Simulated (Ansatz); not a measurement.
Molecular dynamics of GaH₅Se (part 1 of 2)

GaH₅Se, computed with RKS BLYP-D4/def2-SVPD (Ansatz 0.2.0).

Figures and captions count atoms from 1; the log counts them from 0 in places.

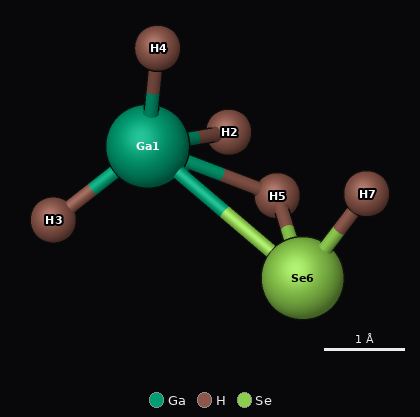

Fig. 1: The starting structure (ball-and-stick view, seen at a tilt; atoms are numbered from 1 in the order of the input). Sticks mark near contacts. Bond lengths as drawn: Ga–H 1.55 to 1.90 Å, Ga–Se 2.63 Å and H–Se 1.47 to 1.72 Å.

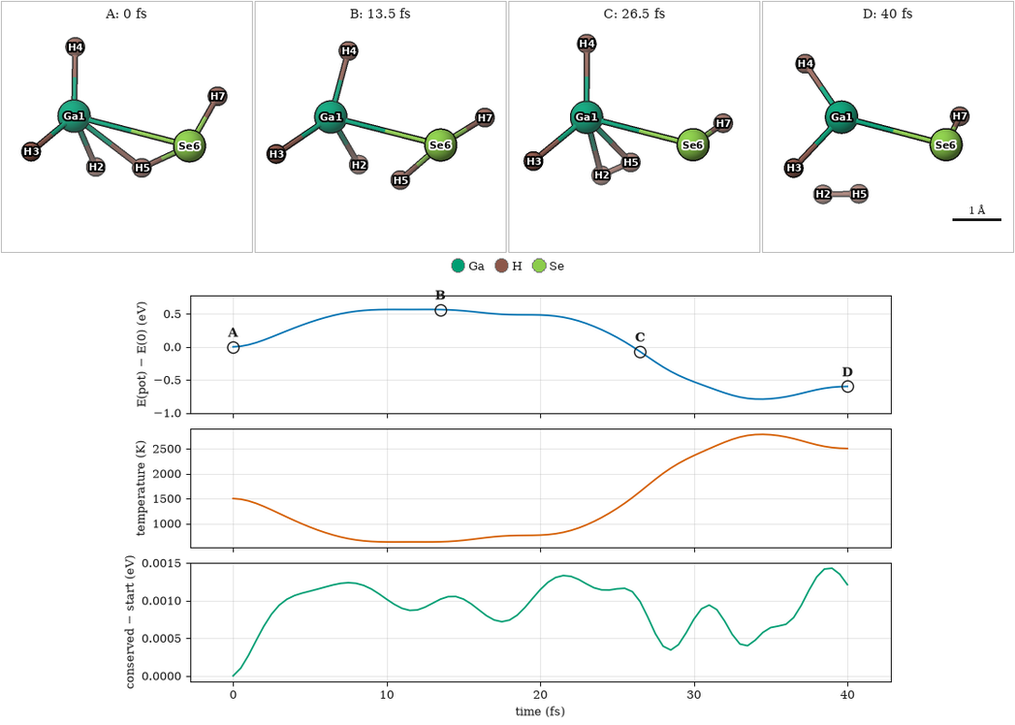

Fig. 2: Frames of the molecular dynamics (ball-and-stick, seen at a tilt) above the curves, on which the letters mark them. The trajectory kept here has 81 frames over 40 fs. The temperature starts at 1500 K, ranges from 629 to 2786 K and averages 2013 K over the second half. The potential energy ends 0.600 eV below its first value. The conserved quantity stays within 0.0014 eV. After an unweighted best fit of the last frame on the first, the root-mean-square displacement is 0.71 Å.

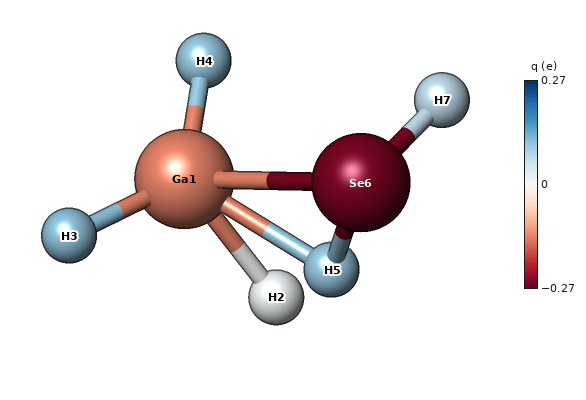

Fig. 3: Mulliken charges, as the colour of each atom (ball-and-stick view, seen at a tilt; atoms are numbered from 1 in the order of the input). By element: Ga −0.13, H +0.01 to +0.11 and Se −0.26 e.

The input that produced these results follows, with the program's output.

**Input**
```yaml
crystal:
  periodic: [false, false, false]
  atoms:
    - {symbol: Ga, position_ang: [-0.813250, -0.243420, -0.453345]}
    - {symbol: H, position_ang: [0.650062, -0.204652, -1.318256]}
    - {symbol: H, position_ang: [-1.334176, -1.706417, -0.415562]}
    - {symbol: H, position_ang: [-1.521749, 1.136327, -0.528762]}
    - {symbol: H, position_ang: [1.068812, -0.178374, -0.225116]}
    - {symbol: Se, position_ang: [0.947705, -0.135241, 1.491819]}
    - {symbol: H, position_ang: [1.002696, 1.331677, 1.449223]}
basis:
  gaussian: {orbitals: def2-SVPD}
hamiltonian: {xc: {name: BLYP}, dispersion: d4}
md: {n_steps: 80, timestep: 0.5, temperature: 1500, ensemble: nvt_nose_hoover, seed: 394, initial_velocities: maxwell_boltzmann}
```

Launch command:
```bash
ansatz run in.yaml --threads 2 --pin off --events-out ev --progress --plain --max-ram 4352MiB
```

**Output**
```
Functional definition: BLYP
  name "BLYP"
  cite "Becke, Phys. Rev. A 38, 3098 (1988) doi:10.1103/PhysRevA.38.3098"
  cite "Lee, Yang & Parr, Phys. Rev. B 37, 785 (1988) doi:10.1103/PhysRevB.37.785"
  parameter beta = 0.0042
  parameter a = 0.04918
  parameter b = 0.132
  parameter c = 0.2533
  parameter d = 0.349
  exchange = b88_x(beta = beta)
  correlation = lyp_c(a = a, b = b, c = c, d = d)
1186 factors; their error is unknown
mean field evaluation 1: about -117793.7963 eV, gradient 3.6e1 eV
mean field evaluation 2: about -117793.3153 eV, gradient 4.7e1 eV
mean field evaluation 4: about -117795.7024 eV, gradient 9.9e-1 eV
mean field evaluation 8: about -117795.7044 eV, gradient 2.2e-2 eV
mean field evaluation 16: about -117795.6816 eV, gradient 4.9e-5 eV
mean field -117795.68160097 eV, -4328.9114540550 hartree, gradient 4.9e-5 eV, S^2 0.000000; 0 other end points of the search recorded, 0 dependent functions left out
the calculation of the forces begins
reference -117795.68196362 eV, -4328.9114673820 hartree; 35, 35 occupied and 84, 84 virtual orbitals, 1186 factors
md step     0: t =     0.00 fs  T =  1500.0 K  F+E_penalty+E_count = -117795.97088934 eV  E_kin = 0.969450 eV  conserved = -117795.00143935 eV  (29 SCF iters)
these checks for a lower state are left out or cut short: starts, cluster_reference, orbital_swaps, neighbouring_geometries, increment
1186 factors; their error is unknown
mean field -117795.67278827 eV, -4328.9111301941 hartree, gradient 7.4e-6 eV, S^2 0.000000; 0 other end points of the search recorded, 0 dependent functions left out
the calculation of the forces begins
reference -117795.67315117 eV, -4328.9111435307 hartree; 35, 35 occupied and 84, 84 virtual orbitals, 1186 factors
md step     1: t =     0.50 fs  T =  1486.6 K  F+E_penalty+E_count = -117795.96210216 eV  E_kin = 0.960766 eV  conserved = -117795.00133589 eV  (33 SCF iters, 3 dispersion substeps)
[... from here on the SCF iterations and repeated set-up lines of each step are left out, up to the last step ...]
md step     2: t =     1.00 fs  T =  1452.9 K  F+E_penalty+E_count = -117795.94018134 eV  E_kin = 0.939015 eV  conserved = -117795.00116722 eV  (33 SCF iters, 3 dispersion substeps)
md step     3: t =     1.50 fs  T =  1402.9 K  F+E_penalty+E_count = -117795.90767839 eV  E_kin = 0.906711 eV  conserved = -117795.00096997 eV  (33 SCF iters, 3 dispersion substeps)
md step     4: t =     2.00 fs  T =  1341.3 K  F+E_penalty+E_count = -117795.86762780 eV  E_kin = 0.866855 eV  conserved = -117795.00078024 eV  (33 SCF iters, 3 dispersion substeps)
md step     5: t =     2.50 fs  T =  1272.5 K  F+E_penalty+E_count = -117795.82301081 eV  E_kin = 0.822408 eV  conserved = -117795.00061951 eV  (33 SCF iters, 3 dispersion substeps)
md step     6: t =     3.00 fs  T =  1200.5 K  F+E_penalty+E_count = -117795.77637899 eV  E_kin = 0.775910 eV  conserved = -117795.00050079 eV  (33 SCF iters, 3 dispersion substeps)
md step     7: t =     3.50 fs  T =  1128.4 K  F+E_penalty+E_count = -117795.72966243 eV  E_kin = 0.729293 eV  conserved = -117795.00042184 eV  (32 SCF iters, 3 dispersion substeps)
md step     8: t =     4.00 fs  T =  1058.2 K  F+E_penalty+E_count = -117795.68417871 eV  E_kin = 0.683888 eV  conserved = -117795.00037234 eV  (33 SCF iters, 3 dispersion substeps)
md step     9: t =     4.50 fs  T =   991.1 K  F+E_penalty+E_count = -117795.64076711 eV  E_kin = 0.640545 eV  conserved = -117795.00033975 eV  (33 SCF iters, 3 dispersion substeps)
md step    10: t =     5.00 fs  T =   928.1 K  F+E_penalty+E_count = -117795.59997259 eV  E_kin = 0.599822 eV  conserved = -117795.00031375 eV  (33 SCF iters, 3 dispersion substeps)
md step    11: t =     5.50 fs  T =   869.8 K  F+E_penalty+E_count = -117795.56221171 eV  E_kin = 0.562141 eV  conserved = -117795.00028667 eV  (32 SCF iters, 3 dispersion substeps)
md step    12: t =     6.00 fs  T =   816.8 K  F+E_penalty+E_count = -117795.52788737 eV  E_kin = 0.527906 eV  conserved = -117795.00025877 eV  (33 SCF iters, 3 dispersion substeps)
md step    13: t =     6.50 fs  T =   769.8 K  F+E_penalty+E_count = -117795.49741968 eV  E_kin = 0.497535 eV  conserved = -117795.00023175 eV  (33 SCF iters, 3 dispersion substeps)
md step    14: t =     7.00 fs  T =   729.4 K  F+E_penalty+E_count = -117795.47121936 eV  E_kin = 0.471433 eV  conserved = -117795.00021065 eV  (33 SCF iters, 3 dispersion substeps)
md step    15: t =     7.50 fs  T =   696.1 K  F+E_penalty+E_count = -117795.44961196 eV  E_kin = 0.449919 eV  conserved = -117795.00020170 eV  (32 SCF iters, 3 dispersion substeps)
md step    16: t =     8.00 fs  T =   670.2 K  F+E_penalty+E_count = -117795.43274529 eV  E_kin = 0.433138 eV  conserved = -117795.00020990 eV  (33 SCF iters, 3 dispersion substeps)
md step    17: t =     8.50 fs  T =   651.4 K  F+E_penalty+E_count = -117795.42050956 eV  E_kin = 0.420977 eV  conserved = -117795.00023802 eV  (31 SCF iters, 3 dispersion substeps)
md step    18: t =     9.00 fs  T =   639.1 K  F+E_penalty+E_count = -117795.41249199 eV  E_kin = 0.413024 eV  conserved = -117795.00028535 eV  (33 SCF iters, 3 dispersion substeps)
md step    19: t =     9.50 fs  T =   632.2 K  F+E_penalty+E_count = -117795.40798729 eV  E_kin = 0.408577 eV  conserved = -117795.00034969 eV  (33 SCF iters, 3 dispersion substeps)
md step    20: t =    10.00 fs  T =   629.3 K  F+E_penalty+E_count = -117795.40606138 eV  E_kin = 0.406712 eV  conserved = -117795.00042179 eV  (33 SCF iters, 3 dispersion substeps)
md step    21: t =    10.50 fs  T =   628.8 K  F+E_penalty+E_count = -117795.40568425 eV  E_kin = 0.406411 eV  conserved = -117795.00049027 eV  (33 SCF iters, 3 dispersion substeps)
md step    22: t =    11.00 fs  T =   629.3 K  F+E_penalty+E_count = -117795.40590286 eV  E_kin = 0.406733 eV  conserved = -117795.00054277 eV  (32 SCF iters, 3 dispersion substeps)
md step    23: t =    11.50 fs  T =   629.7 K  F+E_penalty+E_count = -117795.40602767 eV  E_kin = 0.406999 eV  conserved = -117795.00057020 eV  (33 SCF iters, 3 dispersion substeps)
md step    24: t =    12.00 fs  T =   629.6 K  F+E_penalty+E_count = -117795.40577749 eV  E_kin = 0.406935 eV  conserved = -117795.00056387 eV  (32 SCF iters, 3 dispersion substeps)
md step    25: t =    12.50 fs  T =   629.3 K  F+E_penalty+E_count = -117795.40535539 eV  E_kin = 0.406743 eV  conserved = -117795.00052693 eV  (32 SCF iters, 3 dispersion substeps)
md step    26: t =    13.00 fs  T =   629.8 K  F+E_penalty+E_count = -117795.40539219 eV  E_kin = 0.407037 eV  conserved = -117795.00047368 eV  (31 SCF iters, 3 dispersion substeps)
md step    27: t =    13.50 fs  T =   632.3 K  F+E_penalty+E_count = -117795.40675548 eV  E_kin = 0.408670 eV  conserved = -117795.00042078 eV  (32 SCF iters, 3 dispersion substeps)
md step    28: t =    14.00 fs  T =   638.2 K  F+E_penalty+E_count = -117795.41028039 eV  E_kin = 0.412458 eV  conserved = -117795.00038704 eV  (32 SCF iters, 3 dispersion substeps)
md step    29: t =    14.50 fs  T =   648.2 K  F+E_penalty+E_count = -117795.41648554 eV  E_kin = 0.418910 eV  conserved = -117795.00038542 eV  (31 SCF iters, 3 dispersion substeps)
md step    30: t =    15.00 fs  T =   662.3 K  F+E_penalty+E_count = -117795.42537475 eV  E_kin = 0.428027 eV  conserved = -117795.00041972 eV  (32 SCF iters, 3 dispersion substeps)
md step    31: t =    15.50 fs  T =   679.6 K  F+E_penalty+E_count = -117795.43638097 eV  E_kin = 0.439250 eV  conserved = -117795.00048335 eV  (32 SCF iters, 3 dispersion substeps)
md step    32: t =    16.00 fs  T =   698.7 K  F+E_penalty+E_count = -117795.44846415 eV  E_kin = 0.451554 eV  conserved = -117795.00056248 eV  (32 SCF iters, 3 dispersion substeps)
md step    33: t =    16.50 fs  T =   717.4 K  F+E_penalty+E_count = -117795.46032511 eV  E_kin = 0.463659 eV  conserved = -117795.00063973 eV  (32 SCF iters, 3 dispersion substeps)
md step    34: t =    17.00 fs  T =   733.9 K  F+E_penalty+E_count = -117795.47068081 eV  E_kin = 0.474300 eV  conserved = -117795.00069680 eV  (32 SCF iters, 3 dispersion substeps)
md step    35: t =    17.50 fs  T =   746.6 K  F+E_penalty+E_count = -117795.47855034 eV  E_kin = 0.482507 eV  conserved = -117795.00071955 eV  (32 SCF iters, 3 dispersion substeps)
md step    36: t =    18.00 fs  T =   754.8 K  F+E_penalty+E_count = -117795.48349451 eV  E_kin = 0.487851 eV  conserved = -117795.00069844 eV  (32 SCF iters, 3 dispersion substeps)
md step    37: t =    18.50 fs  T =   759.1 K  F+E_penalty+E_count = -117795.48576840 eV  E_kin = 0.490585 eV  conserved = -117795.00063289 eV  (30 SCF iters, 3 dispersion substeps)
md step    38: t =    19.00 fs  T =   760.7 K  F+E_penalty+E_count = -117795.48633838 eV  E_kin = 0.491665 eV  conserved = -117795.00053155 eV  (31 SCF iters, 3 dispersion substeps)
md step    39: t =    19.50 fs  T =   762.2 K  F+E_penalty+E_count = -117795.48675336 eV  E_kin = 0.492621 eV  conserved = -117795.00041150 eV  (31 SCF iters, 3 dispersion substeps)
md step    40: t =    20.00 fs  T =   766.4 K  F+E_penalty+E_count = -117795.48889448 eV  E_kin = 0.495316 eV  conserved = -117795.00029402 eV  (31 SCF iters, 3 dispersion substeps)
md step    41: t =    20.50 fs  T =   776.2 K  F+E_penalty+E_count = -117795.49466605 eV  E_kin = 0.501637 eV  conserved = -117795.00019724 eV  (31 SCF iters, 3 dispersion substeps)
md step    42: t =    21.00 fs  T =   794.1 K  F+E_penalty+E_count = -117795.50571031 eV  E_kin = 0.513218 eV  conserved = -117795.00013290 eV  (31 SCF iters, 3 dispersion substeps)
md step    43: t =    21.50 fs  T =   822.0 K  F+E_penalty+E_count = -117795.52320690 eV  E_kin = 0.531241 eV  conserved = -117795.00010698 eV  (31 SCF iters, 3 dispersion substeps)
md step    44: t =    22.00 fs  T =   860.8 K  F+E_penalty+E_count = -117795.54777551 eV  E_kin = 0.556332 eV  conserved = -117795.00011807 eV  (31 SCF iters, 3 dispersion substeps)
md step    45: t =    22.50 fs  T =   910.7 K  F+E_penalty+E_count = -117795.57947981 eV  E_kin = 0.588569 eV  conserved = -117795.00015949 eV  (31 SCF iters, 3 dispersion substeps)
md step    46: t =    23.00 fs  T =   971.0 K  F+E_penalty+E_count = -117795.61792600 eV  E_kin = 0.627580 eV  conserved = -117795.00021729 eV  (31 SCF iters, 3 dispersion substeps)
md step    47: t =    23.50 fs  T =  1040.9 K  F+E_penalty+E_count = -117795.66247805 eV  E_kin = 0.672758 eV  conserved = -117795.00026866 eV  (31 SCF iters, 3 dispersion substeps)
md step    48: t =    24.00 fs  T =  1119.5 K  F+E_penalty+E_count = -117795.71256337 eV  E_kin = 0.723555 eV  conserved = -117795.00029668 eV  (30 SCF iters, 3 dispersion substeps)
md step    49: t =    24.50 fs  T =  1206.4 K  F+E_penalty+E_count = -117795.76790990 eV  E_kin = 0.779706 eV  conserved = -117795.00029883 eV  (31 SCF iters, 3 dispersion substeps)
md step    50: t =    25.00 fs  T =  1301.7 K  F+E_penalty+E_count = -117795.82859603 eV  E_kin = 0.841286 eV  conserved = -117795.00028340 eV  (30 SCF iters, 3 dispersion substeps)
md step    51: t =    25.50 fs  T =  1405.8 K  F+E_penalty+E_count = -117795.89489721 eV  E_kin = 0.908549 eV  conserved = -117795.00027586 eV  (30 SCF iters, 3 dispersion substeps)
md step    52: t =    26.00 fs  T =  1518.7 K  F+E_penalty+E_count = -117795.96686008 eV  E_kin = 0.981504 eV  conserved = -117795.00032055 eV  (31 SCF iters, 3 dispersion substeps)
md step    53: t =    26.50 fs  T =  1639.0 K  F+E_penalty+E_count = -117796.04364643 eV  E_kin = 1.059277 eV  conserved = -117795.00045244 eV  (30 SCF iters, 3 dispersion substeps)
md step    54: t =    27.00 fs  T =  1763.4 K  F+E_penalty+E_count = -117796.12305945 eV  E_kin = 1.139687 eV  conserved = -117795.00065749 eV  (30 SCF iters, 3 dispersion substeps)
md step    55: t =    27.50 fs  T =  1886.8 K  F+E_penalty+E_count = -117796.20174645 eV  E_kin = 1.219432 eV  conserved = -117795.00088115 eV  (30 SCF iters, 3 dispersion substeps)
md step    56: t =    28.00 fs  T =  2003.6 K  F+E_penalty+E_count = -117796.27606968 eV  E_kin = 1.294942 eV  conserved = -117795.00104531 eV  (31 SCF iters, 3 dispersion substeps)
md step    57: t =    28.50 fs  T =  2109.7 K  F+E_penalty+E_count = -117796.34326617 eV  E_kin = 1.363496 eV  conserved = -117795.00109616 eV  (29 SCF iters, 3 dispersion substeps)
md step    58: t =    29.00 fs  T =  2203.4 K  F+E_penalty+E_count = -117796.40228696 eV  E_kin = 1.424038 eV  conserved = -117795.00102480 eV  (30 SCF iters, 3 dispersion substeps)
md step    59: t =    29.50 fs  T =  2285.8 K  F+E_penalty+E_count = -117796.45393913 eV  E_kin = 1.477325 eV  conserved = -117795.00086784 eV  (30 SCF iters, 3 dispersion substeps)
md step    60: t =    30.00 fs  T =  2360.2 K  F+E_penalty+E_count = -117796.50031047 eV  E_kin = 1.525368 eV  conserved = -117795.00068752 eV  (30 SCF iters, 3 dispersion substeps)
md step    61: t =    30.50 fs  T =  2430.0 K  F+E_penalty+E_count = -117796.54380394 eV  E_kin = 1.570496 eV  conserved = -117795.00054894 eV  (30 SCF iters, 3 dispersion substeps)
```
